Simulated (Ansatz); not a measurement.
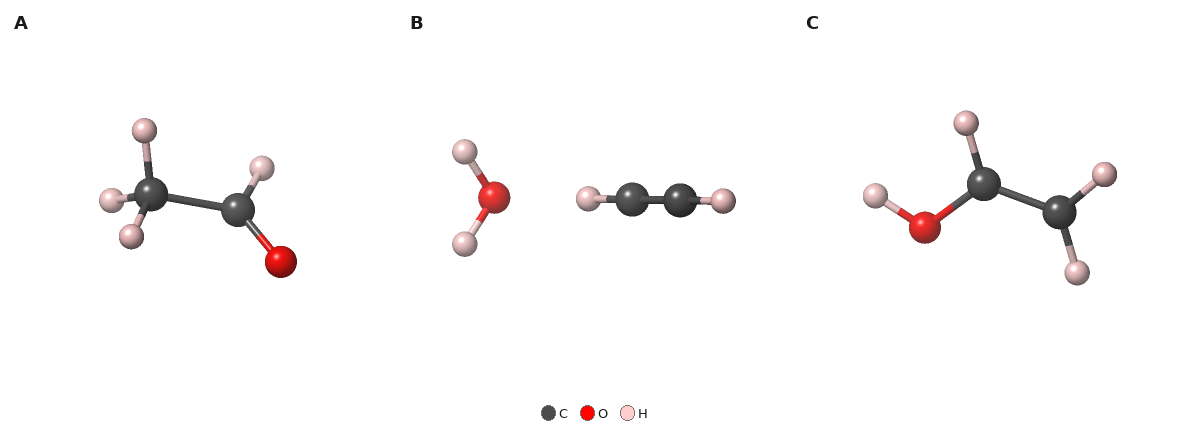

3 stationary structures of one formula. Geometries: PBE-D4/def2-SVP. Electronic energies: PBE-D4/def2-SVP (Ansatz 0.2.0), without zero-point energy. No frequency run is at hand to confirm each as a minimum. Each is one conformer, not always the lowest.

**Which structure is the most stable?**

A is lowest (Cs); C lies 0.558 eV above it (Cs), B lies 2.245 eV above it.
